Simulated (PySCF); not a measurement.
**C2H7NOSi2: density, localisation and related maps**

```yaml
atoms:
  - { symbol: C, position_ang: [-2.0724, -0.8049, -0.5376] }
  - { symbol: O, position_ang: [-0.6850, -0.6569, -0.4755] }
  - { symbol: Si, position_ang: [0.2498, 0.0541, 0.6444] }
  - { symbol: Si, position_ang: [2.3328, -0.0565, -0.3213] }
  - { symbol: C, position_ang: [-0.3306, 1.8251, 0.8987] }
  - { symbol: N, position_ang: [-0.6720, 2.9136, 1.0153] }
  - { symbol: H, position_ang: [-2.3144, -1.3053, -1.4754] }
  - { symbol: H, position_ang: [-2.5655, 0.1690, -0.5076] }
  - { symbol: H, position_ang: [-2.4353, -1.4074, 0.2978] }
  - { symbol: H, position_ang: [-0.0141, -0.5018, 1.9849] }
  - { symbol: H, position_ang: [3.2939, 0.5236, 0.6200] }
  - { symbol: H, position_ang: [2.4497, 0.6823, -1.5806] }
  - { symbol: H, position_ang: [2.7587, -1.4343, -0.5808] }
```

Geometry: GFN2-xTB.

Computed with PBE0/pcSseg-1, SCF density, gas phase, non-relativistic in PySCF.

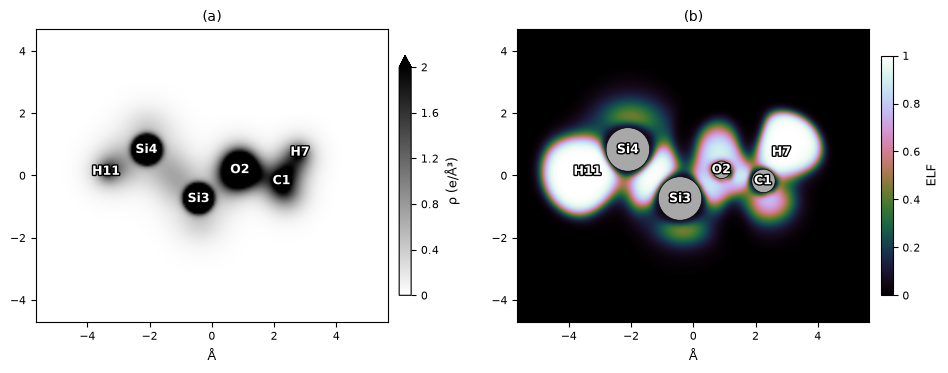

Figure 1. (a) electron density; (b) ELF on the plane of atoms O2, Si3 and Si4. Grey discs cover the atomic cores in the ELF map.

> What do the fields say about this system?

- Atoms in the plane: C, O, Si and H.
- C–O (1.40 Å): ρ at the midpoint is about 2.1 e/Å³, with its minimum of 1.7 e/Å³ about 0.5 Å from C; the ELF peaks at about 0.90 between the atoms, as expected for a polar covalent bond.
- Si–O (1.62 Å): ρ at the midpoint is about 1.2 e/Å³; the ELF peaks at about 0.85 between the atoms: a polar covalent bond.
- Si–Si (2.30 Å): the density is about 0.7 e/Å³ at the midpoint; the ELF peaks at about 1 between the atoms (a shared electron pair).
- C–H (1.09 Å): the density is about 2 e/Å³ at the midpoint; the ELF climbs to about 1 towards the hydrogen, as it does in any bond to H; a covalent bond by its length.
- Si–H (1.46 Å): the density is about 0.8 e/Å³ at the midpoint; the ELF climbs to about 1 towards the hydrogen.
- The ELF also peaks beside O2, away from the bonds: lone-pair regions.

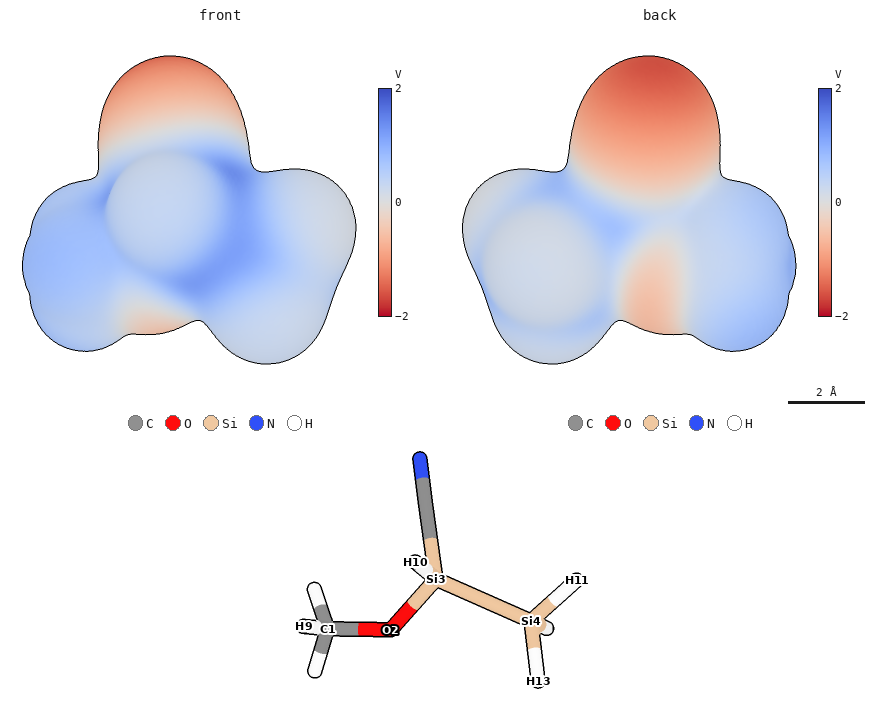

Figure 2. The molecular electrostatic potential painted on the density surface at 0.001 e/bohr³, seen from the front and from behind; the colour scale runs from red (negative) to blue (positive). The bare structure is drawn below in the same view.

> Describe the electrostatic potential map.

The most negative region (about −1.6 V) lies over N6, the most positive (about +1.2 V) over Si3. N6 is the likeliest acceptor of a hydrogen bond.

> How polar is the molecule by this calculation?

Its dipole moment is 3.39 D.
